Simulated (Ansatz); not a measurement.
# Copper, simple cubic under BLYP: structure, energy and stiffness, part 2 of 2

The plan for copper in the simple cubic structure: relax it, solve it on a dense k-mesh, then scale the cell to 7 volumes from 88 to 112 % of the relaxed one and try a fit of the equation of state. Spin polarisation is left out. The k-meshes are 13×13×13 for the relaxation; 21×21×21 for the dense run; 14×14×14 for the volumes.

Ansatz 0.2.0; DFT, BLYP, plane waves (420 eV) with PAW, scalar-relativistic. Earlier steps stand in the parts before.

### Step 3. Dense single point

This is Cu in the simple cubic structure; at room conditions it is fcc.

input.yaml reads:

```yaml
crystal:
  lattice:
    - [2.455742289, 0.0, 0.0]
    - [0.0, 2.455742289, 0.0]
    - [0.0, 0.0, 2.455742289]
  atoms:
    - { symbol: Cu, position: [0.0, 0.0, 0.0] }
hamiltonian:
  xc: blyp
  pseudopotentials:
    kind: paw
    azcp:
      Cu: "pseudopotentials/Cu.paw.azcp"
basis:
  ecutwfc: 420
  fft_grid_basis: typed
kpoints:
  mp_grid: { grid: [21, 21, 21], shift: [0, 0, 0] }
magnetization:
  spin_polarized: false
scf:
  occupations: { method: fermi_dirac, width: 0.1 }
```

What it wrote, shortened:

```text
Warning: RAYON_NUM_THREADS=2 ignored (pool sized by the plan → 2); use --threads N
[...]
Pseudopotentials: kind: paw
Pseudopotential: Cu, paw, valence charge 19, recommended cutoff 420 eV (normal), <dir>
Functional definition: BLYP
[...]
Crystal: 1 atoms, lattice volume = 14.810 Å³
Basis set: ecut = 420 eV, 257 PW (Γ), exchange–correlation on 36×36×36 points (8 copies of the dense FFT grid, shifted against one another)
Bands: 14, of which v1, the nominal top of the filled ones, is band 10 counted from 1 (9 counted from 0)
Symmetry: 48 space group operations
Space group: Pm-3m (ITA 221), of the structure as read, at distance tolerance 2.5e-5 Å
k-points: 286 of 9261
[...]
SCF iter   1: F=—  HF=-6633.874750 eV  |F-HF|=—  |Δ(HF+E_count)|=         —  Δρ=1.35e-2  dr2=2.36e-2  ethr=1.77e-3  ⟨swp⟩=5.6  Hψ=20096  notcnv=0
[...]
SCF iter   6: F=-6633.870637 eV  HF=-6633.870637 eV  |F-HF|=5.03e-10  |Δ(HF+E_count)|=   9.69e-8  Δρ=1.00e-5  dr2=9.61e-9  ethr=5.26e-10  ⟨swp⟩=3.0  Hψ=8849  notcnv=0
[...]
SCF converged after 6 iterations
Free energy (F): -6633.870637 eV
[...]
E sigma→0 (E₀):  -6633.865904 eV
Entropy (-TS):   -0.009465 eV (-9.465 meV/atom)
Fermi energy:    12.712528 eV
[...]
```

It took 2.4 s on 2 threads of Arm Neoverse N1, shared host; peak memory 0.31 GiB.

### Step 4. Equation of state: 88 %

input.yaml reads:

```yaml
crystal:
  lattice:
    - [2.3532984734, 0.0, 0.0]
    - [0.0, 2.3532984734, 0.0]
    - [0.0, 0.0, 2.3532984734]
  atoms:
    - { symbol: Cu, position: [0.0, 0.0, 0.0] }
hamiltonian:
  xc: blyp
  pseudopotentials:
    kind: paw
    azcp:
      Cu: "pseudopotentials/Cu.paw.azcp"
basis:
  ecutwfc: 420
  fft_grid_basis: typed
kpoints:
  mp_grid: { grid: [14, 14, 14], shift: [0, 0, 0] }
magnetization:
  spin_polarized: false
scf:
  occupations: { method: fermi_dirac, width: 0.1 }
  lower_state_search: "off"
output:
  stress: true
```

What it wrote, shortened:

```text
Warning: RAYON_NUM_THREADS=2 ignored (pool sized by the plan → 2); use --threads N
[...]
[... 3 set-up lines as earlier in the session ...]
[...]
Crystal: 1 atoms, lattice volume = 13.033 Å³
Basis set: ecut = 420 eV, 251 PW (Γ), exchange–correlation on 32×32×32 points (8 copies of the dense FFT grid, shifted against one another)
Bands: 14, of which v1, the nominal top of the filled ones, is band 10 counted from 1 (9 counted from 0)
[... 1 set-up line as earlier in the session ...]
Space group: Pm-3m (ITA 221), of the structure as read, at distance tolerance 2.4e-5 Å
k-points: 120 of 2744
[...]
SCF iter   1: F=—  HF=-6633.804600 eV  |F-HF|=—  |Δ(HF+E_count)|=         —  Δρ=1.77e-2  dr2=3.20e-2  ethr=1.77e-3  ⟨swp⟩=5.4  Hψ=8522  notcnv=0
[...]
SCF iter   6: F=-6633.798667 eV  HF=-6633.798667 eV  |F-HF|=4.49e-10  |Δ(HF+E_count)|=   1.03e-7  Δρ=9.85e-6  dr2=8.27e-9  ethr=5.26e-10  ⟨swp⟩=4.2  Hψ=5600  notcnv=0
[...]
SCF converged after 6 iterations
Free energy (F): -6633.798667 eV
[...]
E sigma→0 (E₀):  -6633.794279 eV
Entropy (-TS):   -0.008775 eV (-8.775 meV/atom)
Fermi energy:    15.056252 eV
[...]
--- Stress (GPa, compression-positive) ---
       14.778549      -0.000000       0.000000
       -0.000000      14.778549       0.000000
        0.000000       0.000000      14.778549
  P = ⅓ Tr σ = 14.7785 GPa (147.785 kbar)
```

It took 1.2 s on 2 threads of Arm Neoverse N1, shared host; peak memory 0.27 GiB.

### Step 5. Equation of state: 92 %

input.yaml: that of step 4 with these lines changed.

```diff
@@ -2,5 +2,5 @@
   lattice:
-    - [2.3532984734, 0.0, 0.0]
-    - [0.0, 2.3532984734, 0.0]
-    - [0.0, 0.0, 2.3532984734]
+    - [2.3884275103, 0.0, 0.0]
+    - [0.0, 2.3884275103, 0.0]
+    - [0.0, 0.0, 2.3884275103]
   atoms:
```

What it wrote, shortened:

```text
Warning: RAYON_NUM_THREADS=2 ignored (pool sized by the plan → 2); use --threads N
[...]
[... 3 set-up lines as earlier in the session ...]
[...]
Crystal: 1 atoms, lattice volume = 13.625 Å³
Basis set: ecut = 420 eV, 251 PW (Γ), exchange–correlation on 32×32×32 points (8 copies of the dense FFT grid, shifted against one another)
Bands: 14, of which v1, the nominal top of the filled ones, is band 10 counted from 1 (9 counted from 0)
[... 2 set-up lines as earlier in the session ...]
k-points: 120 of 2744
[...]
SCF iter   1: F=—  HF=-6633.846715 eV  |F-HF|=—  |Δ(HF+E_count)|=         —  Δρ=1.62e-2  dr2=2.90e-2  ethr=1.77e-3  ⟨swp⟩=5.5  Hψ=8461  notcnv=0
[...]
SCF iter   6: F=-6633.841431 eV  HF=-6633.841431 eV  |F-HF|=4.31e-10  |Δ(HF+E_count)|=   9.28e-8  Δρ=9.55e-6  dr2=8.04e-9  ethr=5.26e-10  ⟨swp⟩=4.1  Hψ=5517  notcnv=0
[...]
SCF converged after 6 iterations
Free energy (F): -6633.841431 eV
[...]
E sigma→0 (E₀):  -6633.836957 eV
Entropy (-TS):   -0.008948 eV (-8.948 meV/atom)
Fermi energy:    14.210696 eV
[...]
--- Stress (GPa, compression-positive) ---
        8.609632      -0.000000       0.000000
       -0.000000       8.609632       0.000000
       -0.000000       0.000000       8.609632
  P = ⅓ Tr σ = 8.6096 GPa (86.096 kbar)
```

Run time: 1.2 s. Hardware: 2 threads of Arm Neoverse N1, shared host; peak memory 0.27 GiB.

### Step 6. Equation of state: 96 %

input.yaml: that of step 5 with these lines changed.

```diff
@@ -2,5 +2,5 @@
   lattice:
-    - [2.3884275103, 0.0, 0.0]
-    - [0.0, 2.3884275103, 0.0]
-    - [0.0, 0.0, 2.3884275103]
+    - [2.4225525138, 0.0, 0.0]
+    - [0.0, 2.4225525138, 0.0]
+    - [0.0, 0.0, 2.4225525138]
   atoms:
```

What it wrote, shortened:

```text
Warning: RAYON_NUM_THREADS=2 ignored (pool sized by the plan → 2); use --threads N
[...]
[... 3 set-up lines as earlier in the session ...]
[...]
Crystal: 1 atoms, lattice volume = 14.217 Å³
Basis set: ecut = 420 eV, 257 PW (Γ), exchange–correlation on 36×36×36 points (8 copies of the dense FFT grid, shifted against one another)
Bands: 14, of which v1, the nominal top of the filled ones, is band 10 counted from 1 (9 counted from 0)
[... 2 set-up lines as earlier in the session ...]
k-points: 120 of 2744
[...]
SCF iter   1: F=—  HF=-6633.868652 eV  |F-HF|=—  |Δ(HF+E_count)|=         —  Δρ=1.48e-2  dr2=2.63e-2  ethr=1.77e-3  ⟨swp⟩=5.4  Hψ=8436  notcnv=0
[...]
SCF iter   6: F=-6633.863963 eV  HF=-6633.863963 eV  |F-HF|=3.33e-10  |Δ(HF+E_count)|=   9.14e-8  Δρ=9.93e-6  dr2=9.07e-9  ethr=5.26e-10  ⟨swp⟩=4.0  Hψ=5426  notcnv=0
[...]
SCF converged after 6 iterations
Free energy (F): -6633.863963 eV
[...]
E sigma→0 (E₀):  -6633.859399 eV
Entropy (-TS):   -0.009129 eV (-9.129 meV/atom)
Fermi energy:    13.435610 eV
[...]
--- Stress (GPa, compression-positive) ---
        3.775103      -0.000000       0.000000
       -0.000000       3.775103       0.000000
        0.000000       0.000000       3.775103
  P = ⅓ Tr σ = 3.7751 GPa (37.751 kbar)
```

Run time: 1.4 s. Hardware: 2 threads of Arm Neoverse N1, shared host; peak memory 0.27 GiB.

### Step 7. Equation of state: 100 %

input.yaml: that of step 6 with these lines changed.

```diff
@@ -2,5 +2,5 @@
   lattice:
-    - [2.4225525138, 0.0, 0.0]
-    - [0.0, 2.4225525138, 0.0]
-    - [0.0, 0.0, 2.4225525138]
+    - [2.455742289, 0.0, 0.0]
+    - [0.0, 2.455742289, 0.0]
+    - [0.0, 0.0, 2.455742289]
   atoms:
@@ -25 +25,5 @@
   stress: true
+  write_density: true
+  write_potential: true
+  elf: true
+  volumetric_format: npy
```

What it wrote, shortened:

```text
Warning: RAYON_NUM_THREADS=2 ignored (pool sized by the plan → 2); use --threads N
[...]
[... 3 set-up lines as earlier in the session ...]
[...]
Crystal: 1 atoms, lattice volume = 14.810 Å³
Basis set: ecut = 420 eV, 257 PW (Γ), exchange–correlation on 36×36×36 points (8 copies of the dense FFT grid, shifted against one another)
Bands: 14, of which v1, the nominal top of the filled ones, is band 10 counted from 1 (9 counted from 0)
[... 2 set-up lines as earlier in the session ...]
k-points: 120 of 2744
[...]
SCF iter   1: F=—  HF=-6633.874799 eV  |F-HF|=—  |Δ(HF+E_count)|=         —  Δρ=1.36e-2  dr2=2.39e-2  ethr=1.77e-3  ⟨swp⟩=5.5  Hψ=8418  notcnv=0
[...]
SCF iter   6: F=-6633.870622 eV  HF=-6633.870622 eV  |F-HF|=4.43e-10  |Δ(HF+E_count)|=   9.12e-8  Δρ=9.94e-6  dr2=9.42e-9  ethr=5.26e-10  ⟨swp⟩=9.0  Hψ=10878  notcnv=0
[...]
SCF converged after 6 iterations
Free energy (F): -6633.870622 eV
[...]
E sigma→0 (E₀):  -6633.865950 eV
Entropy (-TS):   -0.009344 eV (-9.344 meV/atom)
Fermi energy:    12.722144 eV
[...]
--- Stress (GPa, compression-positive) ---
       -0.018245      -0.000000       0.000000
       -0.000000      -0.018245       0.000000
        0.000000       0.000000      -0.018245
  P = ⅓ Tr σ = -0.0182 GPa (-0.182 kbar)
--- Band table (eV; the first three rows and the last of 120) ---
  k-point 0: bands = ["-99.2158", "-56.6426", "-56.6426", "-56.6426", "5.1323", "9.0999", "9.0999", "11.3714", "11.3714", "11.3714", "29.4534", "29.4534", "29.4534", "33.1026"]
[...]
```

It took 1.9 s on 2 threads of Arm Neoverse N1, shared host; peak memory 0.28 GiB.

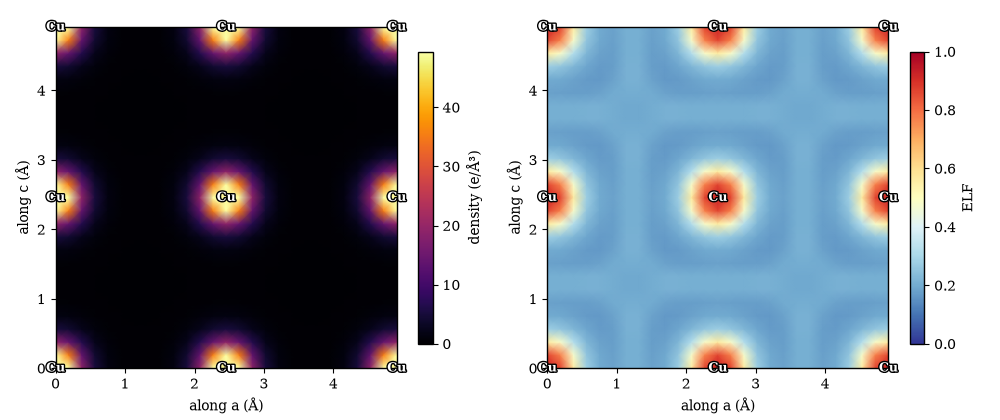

Density (left) and ELF (right) in a lattice plane of the grid's cell (edges 2.46 and 2.46 Å, at 0.000 of the third edge), which holds Cu. Only atoms in the plane are labelled; the density scale stops at 49.44 e/Å³. Both are smooth fields of the valence electrons: close to the nuclei they are not physical.

### Step 8. Equation of state: 104 %

input.yaml: that of step 7 with these lines changed.

```diff
@@ -2,5 +2,5 @@
   lattice:
-    - [2.455742289, 0.0, 0.0]
-    - [0.0, 2.455742289, 0.0]
-    - [0.0, 0.0, 2.455742289]
+    - [2.4880583934, 0.0, 0.0]
+    - [0.0, 2.4880583934, 0.0]
+    - [0.0, 0.0, 2.4880583934]
   atoms:
```

What it wrote, shortened:

```text
Warning: RAYON_NUM_THREADS=2 ignored (pool sized by the plan → 2); use --threads N
[...]
[... 3 set-up lines as earlier in the session ...]
[...]
Crystal: 1 atoms, lattice volume = 15.402 Å³
Basis set: ecut = 420 eV, 305 PW (Γ), exchange–correlation on 36×36×36 points (8 copies of the dense FFT grid, shifted against one another)
Bands: 14, of which v1, the nominal top of the filled ones, is band 10 counted from 1 (9 counted from 0)
[... 2 set-up lines as earlier in the session ...]
k-points: 120 of 2744
[...]
SCF iter   1: F=—  HF=-6633.868490 eV  |F-HF|=—  |Δ(HF+E_count)|=         —  Δρ=1.24e-2  dr2=2.14e-2  ethr=1.77e-3  ⟨swp⟩=5.7  Hψ=8410  notcnv=0
[...]
SCF iter   6: F=-6633.864832 eV  HF=-6633.864832 eV  |F-HF|=3.52e-10  |Δ(HF+E_count)|=   1.31e-8  Δρ=1.10e-5  dr2=1.16e-8  ethr=5.26e-10  ⟨swp⟩=6.3  Hψ=9734  notcnv=0
[...]
SCF converged after 6 iterations
Free energy (F): -6633.864832 eV
[...]
E sigma→0 (E₀):  -6633.860018 eV
Entropy (-TS):   -0.009628 eV (-9.628 meV/atom)
Fermi energy:    12.063472 eV
[...]
--- Stress (GPa, compression-positive) ---
       -2.990848       0.000000      -0.000000
        0.000000      -2.990848       0.000000
        0.000000       0.000000      -2.990848
  P = ⅓ Tr σ = -2.9908 GPa (-29.908 kbar)
--- Band table (eV; the first three rows and the last of 120) ---
  k-point 0: bands = ["-99.8069", "-57.2408", "-57.2408", "-57.2408", "4.7104", "8.5854", "8.5854", "10.7266", "10.7266", "10.7266", "28.3868", "28.3868", "28.3868", "31.9863"]
[...]
```

It took 2 s on 2 threads of Arm Neoverse N1, shared host; peak memory 0.28 GiB.

### Step 9. Equation of state: 108 %

input.yaml: that of step 8 with these lines changed.

```diff
@@ -2,5 +2,5 @@
   lattice:
-    - [2.4880583934, 0.0, 0.0]
-    - [0.0, 2.4880583934, 0.0]
-    - [0.0, 0.0, 2.4880583934]
+    - [2.5195561472, 0.0, 0.0]
+    - [0.0, 2.5195561472, 0.0]
+    - [0.0, 0.0, 2.5195561472]
   atoms:
@@ -25,5 +25 @@
   stress: true
-  write_density: true
-  write_potential: true
-  elf: true
-  volumetric_format: npy
```

What it wrote, shortened:

```text
Warning: RAYON_NUM_THREADS=2 ignored (pool sized by the plan → 2); use --threads N
[...]
[... 3 set-up lines as earlier in the session ...]
[...]
Crystal: 1 atoms, lattice volume = 15.995 Å³
Basis set: ecut = 420 eV, 305 PW (Γ), exchange–correlation on 36×36×36 points (8 copies of the dense FFT grid, shifted against one another)
Bands: 14, of which v1, the nominal top of the filled ones, is band 10 counted from 1 (9 counted from 0)
[... 2 set-up lines as earlier in the session ...]
k-points: 120 of 2744
[...]
SCF iter   1: F=—  HF=-6633.852473 eV  |F-HF|=—  |Δ(HF+E_count)|=         —  Δρ=1.13e-2  dr2=1.91e-2  ethr=1.77e-3  ⟨swp⟩=5.6  Hψ=8411  notcnv=0
[...]
SCF iter   6: F=-6633.849307 eV  HF=-6633.849307 eV  |F-HF|=2.19e-9  |Δ(HF+E_count)|=   1.06e-7  Δρ=1.22e-5  dr2=1.44e-8  ethr=5.26e-10  ⟨swp⟩=3.0  Hψ=6131  notcnv=0
[...]
SCF converged after 6 iterations
Free energy (F): -6633.849307 eV
[...]
E sigma→0 (E₀):  -6633.844311 eV
Entropy (-TS):   -0.009991 eV (-9.991 meV/atom)
Fermi energy:    11.454286 eV
[...]
--- Stress (GPa, compression-positive) ---
       -5.311199      -0.000000      -0.000000
       -0.000000      -5.311199       0.000000
        0.000000       0.000000      -5.311199
  P = ⅓ Tr σ = -5.3112 GPa (-53.112 kbar)
```

It took 1.5 s on 2 threads of Arm Neoverse N1, shared host; peak memory 0.28 GiB.

### Step 10. Equation of state: 112 %

input.yaml: that of step 9 with these lines changed.

```diff
@@ -2,5 +2,5 @@
   lattice:
-    - [2.5195561472, 0.0, 0.0]
-    - [0.0, 2.5195561472, 0.0]
-    - [0.0, 0.0, 2.5195561472]
+    - [2.5502854702, 0.0, 0.0]
+    - [0.0, 2.5502854702, 0.0]
+    - [0.0, 0.0, 2.5502854702]
   atoms:
```

What it wrote, shortened:

```text
Warning: RAYON_NUM_THREADS=2 ignored (pool sized by the plan → 2); use --threads N
[...]
[... 3 set-up lines as earlier in the session ...]
[...]
Crystal: 1 atoms, lattice volume = 16.587 Å³
Basis set: ecut = 420 eV, 341 PW (Γ), exchange–correlation on 36×36×36 points (8 copies of the dense FFT grid, shifted against one another)
Bands: 14, of which v1, the nominal top of the filled ones, is band 10 counted from 1 (9 counted from 0)
[... 1 set-up line as earlier in the session ...]
Space group: Pm-3m (ITA 221), of the structure as read, at distance tolerance 2.6e-5 Å
k-points: 120 of 2744
[...]
SCF iter   1: F=—  HF=-6633.828922 eV  |F-HF|=—  |Δ(HF+E_count)|=         —  Δρ=1.02e-2  dr2=1.71e-2  ethr=1.77e-3  ⟨swp⟩=5.7  Hψ=8416  notcnv=0
[...]
SCF iter   6: F=-6633.826194 eV  HF=-6633.826194 eV  |F-HF|=1.56e-9  |Δ(HF+E_count)|=   9.09e-8  Δρ=9.74e-6  dr2=1.06e-8  ethr=5.26e-10  ⟨swp⟩=4.0  Hψ=5357  notcnv=0
[...]
SCF converged after 6 iterations
Free energy (F): -6633.826194 eV
[...]
E sigma→0 (E₀):  -6633.820992 eV
Entropy (-TS):   -0.010404 eV (-10.404 meV/atom)
Fermi energy:    10.890016 eV
[...]
--- Stress (GPa, compression-positive) ---
       -7.108838      -0.000000       0.000000
       -0.000000      -7.108838       0.000000
        0.000000       0.000000      -7.108838
  P = ⅓ Tr σ = -7.1088 GPa (-71.088 kbar)
```

Run time: 1.4 s. Hardware: 2 threads of Arm Neoverse N1, shared host; peak memory 0.28 GiB.

### Step 11. Fitting the volumes

The cell was scaled evenly, with its shape and the fractional positions fixed.

| V (Å³/atom) | E − E₀ (meV/atom) | P from the stress (GPa) | P from the fit (GPa) |
| --- | --- | --- | --- |
| 13.033 | 71.7 | 14.78 | 14.77 |
| 13.625 | 29.0 | 8.61 | 8.58 |
| 14.217 | 6.5 | 3.78 | 3.74 |
| 14.810 | 0.0 | -0.02 | -0.05 |
| 15.402 | 5.9 | -2.99 | -3.03 |
| 15.995 | 21.6 | -5.31 | -5.36 |
| 16.587 | 44.9 | -7.11 | -7.19 |

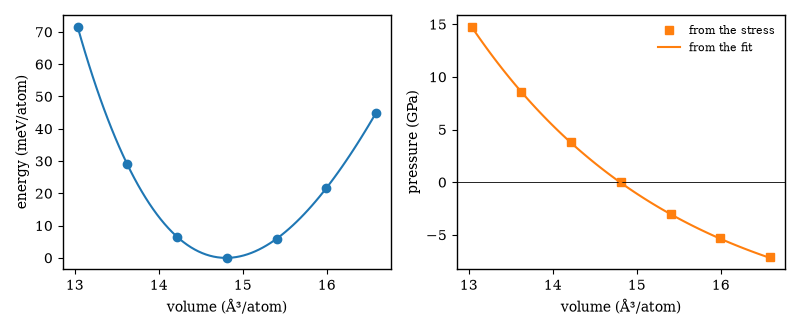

Energy and pressure against volume; the lines are the Birch-Murnaghan fit.

Fit (Birch-Murnaghan, third order): V₀ = 14.801 Å³/atom, B₀ = 84 GPa, B₀′ = 5.1, largest residual 0.02 meV/atom.

### Step 12. What came out

This closing draws on all 2 parts.

```
                      quantity                         value
space group (spins left aside)               Pm-3m (No. 221)
             conventional cell                   a = 2.456 Å
                        volume                14.810 Å³/atom
             shortest distance                       2.456 Å
               gap on the mesh  none (levels filled in part)
               relative to fcc                 +317 meV/atom
                   V₀, B₀, B₀′   14.801 Å³/atom, 84 GPa, 5.1
```

**Reading.** From the guessed start the volume grew by 16.1 % in 7 steps. It lies 317 meV/atom above the element's reference form at the same level (fcc, from a run of its own). No gap shows: it is a metal or semimetal at this level. The fitted modulus is 84 GPa. Relaxation kept the symmetry; phonons were not checked.
